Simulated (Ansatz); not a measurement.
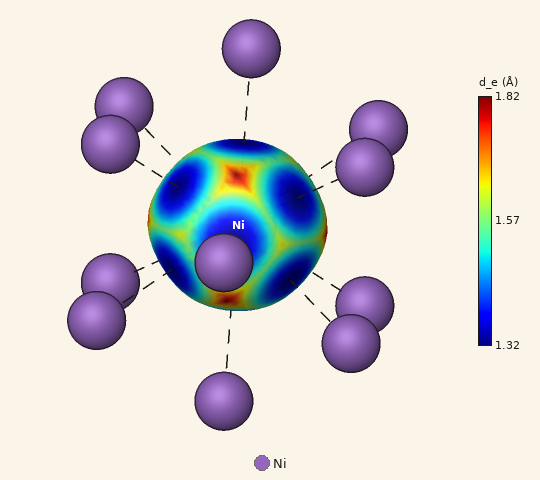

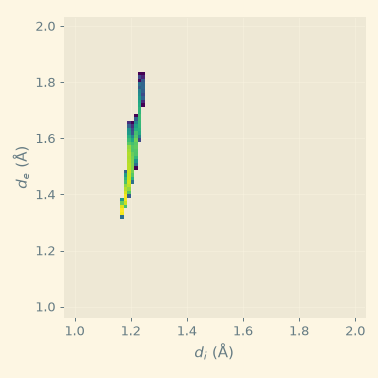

Hirshfeld surface computed for one Ni atom in Ni (Fm-3m, No. 225), coloured by d_e. Dashed lines lead to the closest neighbours outside. The second picture is its fingerprint plot, coloured by area on a logarithmic scale (dark little, yellow much).

The surface is where the fragment's share of the procrystal density (the sum of the densities of spherically averaged neutral Hartree-Fock atoms) equals one half. d_i and d_e are the distances from the surface to the nearest nucleus inside and outside.

The cell is taken from the input geometry of an electronic-structure calculation (not necessarily at equilibrium).

```cif
data_structure
_symmetry_space_group_name_H-M 'Fm-3m'
_symmetry_Int_Tables_number 225
_cell_length_a 3.5200
_cell_length_b 3.5200
_cell_length_c 3.5200
_cell_angle_alpha 90.000
_cell_angle_beta 90.000
_cell_angle_gamma 90.000
_cell_volume 43.61
loop_
_atom_site_label
_atom_site_type_symbol
_atom_site_symmetry_multiplicity
_atom_site_Wyckoff_symbol
_atom_site_fract_x
_atom_site_fract_y
_atom_site_fract_z
_atom_site_occupancy
Ni1 Ni 4 a 0.00000 0.00000 0.00000 1
```

What is the shortest distance from the fragment to an atom outside it?

Answer. Ni–Ni, 2.49 Å.

How is the surface shared among contacts (nearest atom inside ··· nearest atom outside)?

Answer. Ni···Ni 100 %. The surface faces 12 neighbours with more than 2 % of its area each: 12 Ni.

Give the size and shape of the surface.

Answer. It encloses about 7.2 Å³, has an area of about 18 Å² and a globularity of 1.00 (1 for a sphere).

Where does the fingerprint reach closest to the origin?

Answer. The smallest d_i + d_e is about 2.5 Å, which belongs to the shortest contact, Ni···Ni at 2.49 Å; d_e runs from 1.32 to 1.82 Å.
